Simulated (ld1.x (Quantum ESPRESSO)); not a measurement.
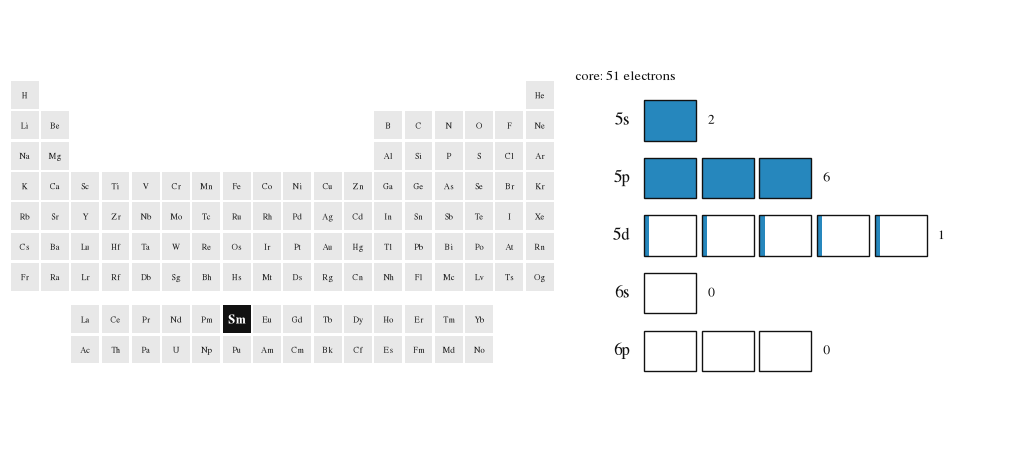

Left, the place of samarium in the periodic table; right, the valence shells of the reference configuration: a box for each of the 2l + 1 orbitals, shaded by the share of the shell that is filled, with the electron count at the right.

**Run report: Sm, pseudopotential generation (part 1 of 2)**

- system: samarium (Sm, Z = 62), core [Kr] 4d10 4f5, reference valence 5s2 5p6 5d1 6s0 6p0 (an ion of charge +2), valence charge 11.
- method: TM semilocal potential, PBEsol, scalar-relativistic, made with ld1.x (Quantum ESPRESSO) 7.5

## The program's output
```
     Program LD1 v.7.5
     --------------------------- All-electron run ----------------------------

     Sm
     scalar relativistic calculation

     atomic number is 62.00
     dft =PBESOL   lsd =0 sic =0 latt =0  beta=0.20 tr2=1.0E-14
     Exchange-correlation= PBESOL
                           (   1   4  10   8   0   0   0)
     mesh =1259 r(mesh) =  99.27220 a.u. xmin = -7.00 dx = 0.01250
     1 Ry =  13.60569312 eV, c = 137.03599908

     n l     nl                  e(Ry)          e(Ha)          e(eV)
     1 0     1S 1( 2.00)     -3430.9110     -1715.4555    -46679.9220
     2 0     2S 1( 2.00)      -561.9123      -280.9562     -7645.2064
     2 1     2P 1( 6.00)      -501.4485      -250.7242     -6822.5542
     3 0     3S 1( 2.00)      -124.3149       -62.1575     -1691.3907
     3 1     3P 1( 6.00)      -105.4173       -52.7086     -1434.2748
     4 0     4S 1( 2.00)       -25.8891       -12.9446      -352.2393
     4 1     4P 1( 6.00)       -19.6675        -9.8338      -267.5901
     3 2     3D 1(10.00)       -79.8214       -39.9107     -1086.0257
     5 0     5S 1( 2.00)        -4.4256        -2.2128       -60.2128
     5 1     5P 1( 6.00)        -2.8970        -1.4485       -39.4152
     4 2     4D 1(10.00)       -10.9380        -5.4690      -148.8190
     4 3     4F 1( 5.00)        -1.5772        -0.7886       -21.4596
     5 2     5D 1( 1.00)        -1.1100        -0.5550       -15.1023
     6 0     6S 1( 0.00)        -1.0635        -0.5317       -14.4694
     6 1     6P 1( 0.00)        -0.7606        -0.3803       -10.3482

     final scf error:  3.0E-15 reached in  33 iterations

     Etot =  -20845.517550 Ry,  -10422.758775 Ha, -283617.714775 eV

     Ekin =   22282.885645 Ry,   11141.442822 Ha,  303174.103975 eV
     Encl =  -50669.935120 Ry,  -25334.967560 Ha, -689399.587805 eV
     Eh   =    8003.360087 Ry,    4001.680043 Ha,  108891.261293 eV
     Exc  =    -461.828161 Ry,    -230.914081 Ha,   -6283.492239 eV

     normalization and overlap integrals

     s(1S/1S) =  1.000000  <r> =   0.0227  <r2> =    0.0007  r(max) =   0.0144
     s(2S/2S) =  1.000000  <r> =   0.0970  <r2> =    0.0111  r(max) =   0.0819
     s(2P/2P) =  1.000000  <r> =   0.0855  <r2> =    0.0089  r(max) =   0.0662
     s(3S/3S) =  1.000000  <r> =   0.2551  <r2> =    0.0743  r(max) =   0.2341
     s(3P/3P) =  1.000000  <r> =   0.2534  <r2> =    0.0744  r(max) =   0.2283
     s(4S/4S) =  1.000000  <r> =   0.5785  <r2> =    0.3776  r(max) =   0.5408
     s(4P/4P) =  1.000000  <r> =   0.6121  <r2> =    0.4260  r(max) =   0.5615
     s(3D/3D) =  1.000000  <r> =   0.2310  <r2> =    0.0628  r(max) =   0.1869
     s(5S/5S) =  1.000000  <r> =   1.3852  <r2> =    2.1558  r(max) =   1.2497
     s(5P/5P) =  1.000000  <r> =   1.6075  <r2> =    2.9252  r(max) =   1.4160
     s(4D/4D) =  1.000000  <r> =   0.6677  <r2> =    0.5171  r(max) =   0.5830
     s(4F/4F) =  1.000000  <r> =   0.9179  <r2> =    1.0987  r(max) =   0.6052
     s(5D/5D) =  1.000000  <r> =   2.3982  <r2> =    6.6918  r(max) =   1.9355
     s(6S/6S) =  1.000000  <r> =   3.4788  <r2> =   13.5258  r(max) =   3.1515
     s(6P/6P) =  1.000000  <r> =   4.2533  <r2> =   20.2204  r(max) =   3.8492

     ------------------------ End of All-electron run ------------------------

     --------------------- Generating NC pseudopotential ---------------------

      Generating local pot.: lloc=2, matching radius rcloc =   3.4000

      Wfc   5S  rcut= 1.645  Using Troullier-Martins method

      Wfc   5P  rcut= 2.712  Using Troullier-Martins method

     ------------------- End of pseudopotential generation -------------------

     --------------------------- All-electron run ----------------------------

     Sm
     scalar relativistic calculation

     atomic number is 62.00
     dft =PBESOL   lsd =0 sic =0 latt =0  beta=0.20 tr2=1.0E-14
     Exchange-correlation= PBESOL
                           (   1   4  10   8   0   0   0)
     mesh =1259 r(mesh) =  99.27220 a.u. xmin = -7.00 dx = 0.01250
     1 Ry =  13.60569312 eV, c = 137.03599908

     n l     nl                  e(Ry)          e(Ha)          e(eV)
     1 0     1S 1( 2.00)     -3430.9110     -1715.4555    -46679.9220
     2 0     2S 1( 2.00)      -561.9123      -280.9562     -7645.2064
     2 1     2P 1( 6.00)      -501.4485      -250.7242     -6822.5542
     3 0     3S 1( 2.00)      -124.3149       -62.1575     -1691.3907
     3 1     3P 1( 6.00)      -105.4173       -52.7086     -1434.2748
     4 0     4S 1( 2.00)       -25.8891       -12.9446      -352.2393
     4 1     4P 1( 6.00)       -19.6675        -9.8338      -267.5901
     3 2     3D 1(10.00)       -79.8214       -39.9107     -1086.0257
     5 0     5S 1( 2.00)        -4.4256        -2.2128       -60.2128
     5 1     5P 1( 6.00)        -2.8970        -1.4485       -39.4152
     4 2     4D 1(10.00)       -10.9380        -5.4690      -148.8190
     4 3     4F 1( 5.00)        -1.5772        -0.7886       -21.4596
     5 2     5D 1( 1.00)        -1.1100        -0.5550       -15.1023
     6 0     6S 1( 0.00)        -1.0635        -0.5317       -14.4694
     6 1     6P 1( 0.00)        -0.7606        -0.3803       -10.3482

     final scf error:  3.0E-15 reached in  33 iterations

     Etot =  -20845.517550 Ry,  -10422.758775 Ha, -283617.714775 eV

     Ekin =   22282.885645 Ry,   11141.442822 Ha,  303174.103975 eV
     Encl =  -50669.935120 Ry,  -25334.967560 Ha, -689399.587805 eV
     Eh   =    8003.360087 Ry,    4001.680043 Ha,  108891.261293 eV
     Exc  =    -461.828161 Ry,    -230.914081 Ha,   -6283.492239 eV

     normalization and overlap integrals

     s(1S/1S) =  1.000000  <r> =   0.0227  <r2> =    0.0007  r(max) =   0.0144
     s(2S/2S) =  1.000000  <r> =   0.0970  <r2> =    0.0111  r(max) =   0.0819
     s(2P/2P) =  1.000000  <r> =   0.0855  <r2> =    0.0089  r(max) =   0.0662
     s(3S/3S) =  1.000000  <r> =   0.2551  <r2> =    0.0743  r(max) =   0.2341
     s(3P/3P) =  1.000000  <r> =   0.2534  <r2> =    0.0744  r(max) =   0.2283
     s(4S/4S) =  1.000000  <r> =   0.5785  <r2> =    0.3776  r(max) =   0.5408
     s(4P/4P) =  1.000000  <r> =   0.6121  <r2> =    0.4260  r(max) =   0.5615
     s(3D/3D) =  1.000000  <r> =   0.2310  <r2> =    0.0628  r(max) =   0.1869
     s(5S/5S) =  1.000000  <r> =   1.3852  <r2> =    2.1558  r(max) =   1.2497
     s(5P/5P) =  1.000000  <r> =   1.6075  <r2> =    2.9252  r(max) =   1.4160
     s(4D/4D) =  1.000000  <r> =   0.6677  <r2> =    0.5171  r(max) =   0.5830
     s(4F/4F) =  1.000000  <r> =   0.9179  <r2> =    1.0987  r(max) =   0.6052
     s(5D/5D) =  1.000000  <r> =   2.3982  <r2> =    6.6918  r(max) =   1.9355
     s(6S/6S) =  1.000000  <r> =   3.4788  <r2> =   13.5258  r(max) =   3.1515
     s(6P/6P) =  1.000000  <r> =   4.2533  <r2> =   20.2204  r(max) =   3.8492

     ------------------------ End of All-electron run ------------------------

     Computing logarithmic derivative in   3.68450
     Message from routine run_pseudo:
     Warning: convergence not achieved
     Computing logarithmic derivative in   3.68450
     Computing the partial wave expansion
     R is outside the sphere for l=    0 j= 0.00
     R is outside the sphere for l=    1 j= 0.00
       no projector for channel:   2

     ---------------------- Testing the pseudopotential ----------------------

     Sm
     scalar relativistic calculation

     atomic number is 62.00   valence charge is 11.00
     dft =PBESOL   lsd =0 sic =0 latt =0  beta=0.20 tr2=1.0E-14
     mesh =1259 r(mesh) =  99.27220 xmin = -7.00 dx = 0.01250

     n l     nl             e AE (Ry)        e PS (Ry)    De AE-PS (Ry)
     1 0     5S   1( 2.00)       -4.42556       -4.42558        0.00002
     2 1     5P   1( 6.00)       -2.89696       -2.89696       -0.00000
     3 2     5D   1( 1.00)       -1.11000       -1.11000        0.00000
     2 0     6S   1( 0.00)       -1.06348       -1.07882        0.01534  !
     3 1     6P   1( 0.00)       -0.76058       -0.78528        0.02470  !

     eps = 3.9E-11  iter =201

     Etot =  -20845.517550 Ry,  -10422.758775 Ha, -283617.714775 eV
     Etotps =   -69.665000 Ry,     -34.832500 Ha,    -947.840617 eV

     Ekin =      18.290166 Ry,       9.145083 Ha,     248.850387 eV
     Encl =    -122.534031 Ry,     -61.267015 Ha,   -1667.160422 eV
     Ehrt =      44.818497 Ry,      22.409248 Ha,     609.786716 eV
     Ecxc =      -8.231154 Ry,      -4.115577 Ha,    -111.990560 eV
     Epseu=      -2.008478 Ry,      -1.004239 Ha,     -27.326739 eV

     ---------------------- End of pseudopotential test ----------------------
```

## Output of the test run (extracts)
```
     ---------------------- Testing the pseudopotential ----------------------

     Sm
     scalar relativistic calculation

     atomic number is 62.00   valence charge is 11.00
     dft =PBESOL   lsd =0 sic =0 latt =0  beta=0.20 tr2=1.0E-14
     mesh =1259 r(mesh) =  99.27220 xmin = -7.00 dx = 0.01250

     n l     nl             e AE (Ry)        e PS (Ry)    De AE-PS (Ry)
     1 0     5S   1( 2.00)       -4.42556       -4.42558        0.00002
     2 1     5P   1( 6.00)       -2.89696       -2.89696       -0.00000
     3 2     5D   1( 1.00)       -1.11000       -1.11000        0.00000
     2 0     6S   1( 0.00)       -1.06348       -1.07882        0.01534  !
     3 1     6P   1( 0.00)       -0.76058       -0.78528        0.02470  !

     eps = 7.3E-11  iter =201

     Etot =  -20845.517550 Ry,  -10422.758775 Ha, -283617.714775 eV
     Etotps =   -69.665000 Ry,     -34.832500 Ha,    -947.840617 eV

     Ekin =      18.290166 Ry,       9.145083 Ha,     248.850387 eV
     Encl =    -122.534031 Ry,     -61.267015 Ha,   -1667.160422 eV
     Ehrt =      44.818497 Ry,      22.409248 Ha,     609.786716 eV
     Ecxc =      -8.231154 Ry,      -4.115577 Ha,    -111.990560 eV
     Epseu=      -2.008478 Ry,      -1.004239 Ha,     -27.326739 eV

     ---------------------- End of pseudopotential test ----------------------

     ---------------------- Testing the pseudopotential ----------------------

     Sm
     scalar relativistic calculation

     atomic number is 62.00   valence charge is 11.00
     dft =PBESOL   lsd =0 sic =0 latt =0  beta=0.20 tr2=1.0E-14
     mesh =1259 r(mesh) =  99.27220 xmin = -7.00 dx = 0.01250

     n l     nl             e AE (Ry)        e PS (Ry)    De AE-PS (Ry)
     1 0     5S   1( 2.00)       -3.43534       -3.41526       -0.02007  !
     2 1     5P   1( 6.00)       -1.91123       -1.89358       -0.01766  !
     3 2     5D   1( 1.00)       -0.20293       -0.19483       -0.00810  !
     2 0     6S   1( 2.00)       -0.29536       -0.30018        0.00483
     3 1     6P   1( 0.00)       -0.09698       -0.02909       -0.06789  !

     eps = 2.1E-12  iter =201

     Etot =  -20846.855381 Ry,  -10423.427690 Ha, -283635.916891 eV
     Etotps =   -71.022053 Ry,     -35.511026 Ha,    -966.304253 eV
     dEtot_ae =      -1.337831 Ry
     dEtot_ps =      -1.357052 Ry,   Delta E=       0.019221 Ry

     Ekin =      18.718852 Ry,       9.359426 Ha,     254.682958 eV
     Encl =    -133.636929 Ry,     -66.818464 Ha,   -1818.223041 eV
     Ehrt =      54.727164 Ry,      27.363582 Ha,     744.600997 eV
     Ecxc =      -8.833473 Ry,      -4.416736 Ha,    -120.185520 eV
     Epseu=      -1.997667 Ry,      -0.998834 Ha,     -27.179647 eV

     ---------------------- End of pseudopotential test ----------------------

     ---------------------- Testing the pseudopotential ----------------------

     Sm
     scalar relativistic calculation

     atomic number is 62.00   valence charge is 11.00
     dft =PBESOL   lsd =0 sic =0 latt =0  beta=0.20 tr2=1.0E-14
     mesh =1259 r(mesh) =  99.27220 xmin = -7.00 dx = 0.01250

     n l     nl             e AE (Ry)        e PS (Ry)    De AE-PS (Ry)
     1 0     5S   1( 2.00)       -3.89305       -3.88055       -0.01250  !
     2 1     5P   1( 6.00)       -2.36811       -2.35722       -0.01089  !
     3 2     5D   1( 1.00)       -0.62745       -0.62232       -0.00513  !
     2 0     6S   1( 1.00)       -0.66451       -0.67366        0.00915  !
     3 1     6P   1( 0.00)       -0.41343       -0.12403       -0.28940  !

     eps = 4.6E-12  iter =201

     Etot =  -20846.378818 Ry,  -10423.189409 Ha, -283629.432921 eV
     Etotps =   -70.538535 Ry,     -35.269268 Ha,    -959.725661 eV
     dEtot_ae =      -0.861268 Ry
     dEtot_ps =      -0.873535 Ry,   Delta E=       0.012267 Ry

     Ekin =      18.598845 Ry,       9.299423 Ha,     253.050182 eV
     Encl =    -128.533310 Ry,     -64.266655 Ha,   -1748.784771 eV
     Ehrt =      49.934283 Ry,      24.967141 Ha,     679.390525 eV
     Ecxc =      -8.537933 Ry,      -4.268967 Ha,    -116.164497 eV
     Epseu=      -2.000420 Ry,      -1.000210 Ha,     -27.217101 eV

     ---------------------- End of pseudopotential test ----------------------

     ---------------------- Testing the pseudopotential ----------------------

     Sm
     scalar relativistic calculation

     atomic number is 62.00   valence charge is 11.00
     dft =PBESOL   lsd =0 sic =0 latt =0  beta=0.20 tr2=1.0E-14
     mesh =1259 r(mesh) =  99.27220 xmin = -7.00 dx = 0.01250

     n l     nl             e AE (Ry)        e PS (Ry)    De AE-PS (Ry)
     1 0     5S   1( 2.00)       -5.22810       -5.23335        0.00525  !
     2 1     5P   1( 6.00)       -3.67708       -3.68143        0.00435
     3 2     5D   1( 0.00)       -1.79381       -1.79305       -0.00076
     2 0     6S   1( 0.00)       -1.59950       -1.62139        0.02189  !
     3 1     6P   1( 0.00)       -1.22444       -1.26835        0.04391  !

     eps = 1.4E-11  iter =201

     Etot =  -20844.072443 Ry,  -10422.036221 Ha, -283598.053092 eV
     Etotps =   -68.219751 Ry,     -34.109876 Ha,    -928.177003 eV
     dEtot_ae =       1.445107 Ry
     dEtot_ps =       1.445249 Ry,   Delta E=      -0.000142 Ry

     Ekin =      16.756814 Ry,       8.378407 Ha,     227.988075 eV
     Encl =    -113.315166 Ry,     -56.657583 Ha,   -1541.731372 eV
     Ehrt =      37.959955 Ry,      18.979978 Ha,     516.471501 eV
     Ecxc =      -7.581683 Ry,      -3.790842 Ha,    -103.154053 eV
     Epseu=      -2.039672 Ry,      -1.019836 Ha,     -27.751153 eV

     ---------------------- End of pseudopotential test ----------------------

     ---------------------- Testing the pseudopotential ----------------------

     Sm
     scalar relativistic calculation

     atomic number is 62.00   valence charge is 11.00
     dft =PBESOL   lsd =0 sic =0 latt =0  beta=0.20 tr2=1.0E-14
     mesh =1259 r(mesh) =  99.27220 xmin = -7.00 dx = 0.01250

     n l     nl             e AE (Ry)        e PS (Ry)    De AE-PS (Ry)
     1 0     5S   1( 2.00)       -4.06239       -4.04008       -0.02231  !
     2 1     5P   1( 6.00)       -2.52500       -2.50504       -0.01995  !
     3 2     5D   1( 0.00)       -0.73775       -0.72621       -0.01155  !
     2 0     6S   1( 2.00)       -0.73409       -0.74190        0.00781  !
     3 1     6P   1( 0.00)       -0.46342       -0.47836        0.01494  !

     eps = 4.5E-12  iter =201

     Etot =  -20846.396084 Ry,  -10423.198042 Ha, -283629.667842 eV
     Etotps =   -70.572576 Ry,     -35.286288 Ha,    -960.188806 eV
     dEtot_ae =      -0.878534 Ry
     dEtot_ps =      -0.907575 Ry,   Delta E=       0.029041 Ry

     Ekin =      17.809714 Ry,       8.904857 Ha,     242.313506 eV
     Encl =    -126.557488 Ry,     -63.278744 Ha,   -1721.902348 eV
     Ehrt =      48.507809 Ry,      24.253904 Ha,     659.982360 eV
     Ecxc =      -8.315426 Ry,      -4.157713 Ha,    -113.137141 eV
     Epseu=      -2.017184 Ry,      -1.008592 Ha,     -27.445184 eV
```

(Continued in part 2.) Outcome of the run: generated.
